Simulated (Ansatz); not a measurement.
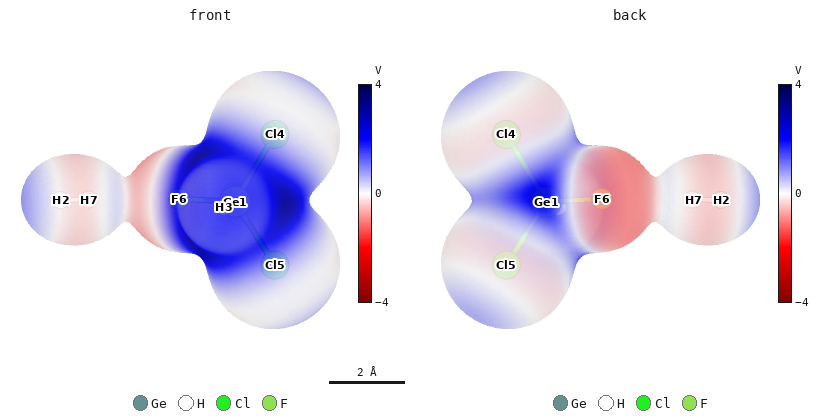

The picture shows: Cl$_{2}$FGeH···H$_{2}$. The molecular electrostatic potential painted on the density surface at 0.004 e/bohr³, seen from the front and from behind; red is negative and blue positive.

Computed with Ansatz 0.2.0, RKS B3LYP/def2-SVP.

```yaml
atoms:
  - { symbol: Ge, position_ang: [-0.4289, 0.0000, -0.8820] }
  - { symbol: H, position_ang: [-0.2536, 0.0000, 3.8293] }
  - { symbol: H, position_ang: [1.0969, 0.0000, -0.8007] }
  - { symbol: Cl, position_ang: [-1.1864, 1.7587, -1.8487] }
  - { symbol: Cl, position_ang: [-1.1864, -1.7587, -1.8487] }
  - { symbol: F, position_ang: [-1.0705, 0.0000, 0.7327] }
  - { symbol: H, position_ang: [-0.4885, 0.0000, 3.1051] }
```

> Describe the electrostatic potential map.

The most negative region (about −1.0 V) lies over F6, the most positive (about +3.0 V) over Ge1. Cl4 shows a σ-hole: about +0.6 V at the tip opposite its bond, against about −0.1 V on its flanks. Cl5 shows a σ-hole: about +0.6 V at the tip opposite its bond, against about −0.1 V on its flanks.
